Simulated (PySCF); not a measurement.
# Cl4Cu ([CuCl4]2-): the cost of one run

Programs: PySCF 2.14.0, with routines of our own; each step states its level. All values are computed. Atoms count from 0.

## (1) The starting structure

5 atoms, charge -2, states of the metal's open shell are computed; geometry from: model start, shaken.

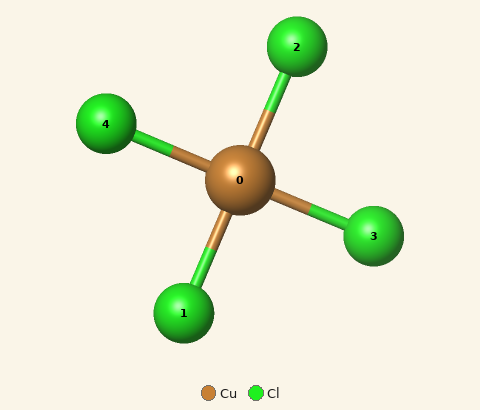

The starting geometry (copper orange, chlorine green); sticks join atoms by distance alone.

## (2) Geometry optimisation at PBE0-D3(BJ)/def2-TZVP

Job settings and geometry (Å):

```
{"job": {"xc": "PBE0", "basis": "def2-TZVP", "d3": "d3bj", "grid": 1, "maxiter": 45, "solvent": "water", "kind": "geom"}, "charge": -2, "metal": "Cu", "open_shell": "d9"}
Cu     0.000020     0.004480    -0.004110
Cl     2.306640    -0.006820    -0.014870
Cl    -2.319100     0.020100    -0.007380
Cl    -0.009310     2.327350     0.005350
Cl     0.001580    -2.333960    -0.000440
```

The run is started by

```
$ OMP_NUM_THREADS=1 python lf_run.py task.json out
```

This one command runs all jobs of the session in turn.

Q: Estimate the wall time and peak memory of this first job on 1 thread of Arm Neoverse V1, shared host.

About 13 min, with a peak of 1.2 GiB.
